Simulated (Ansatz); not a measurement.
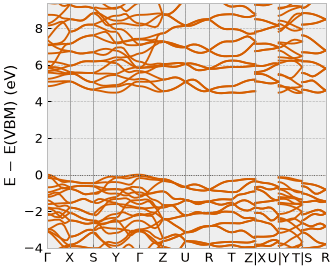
Band structure from the program Ansatz at the PBE level (PAW)

The gap is 4.37 eV; an edge lies off the plotted path or next to a special point (maximum at Γ, minimum off the standard path).

The material is HfO2 in space group Pca2_1 (No. 29; Hf on 4a, O on 4a, O on 4a).

The cell was relaxed with PBE under the symmetry of its start. No spin polarisation was allowed. Scalar-relativistic: spin–orbit coupling is off unless named, which matters more the heavier the elements.

Potentials: the earlier of the program's two PAW sets.
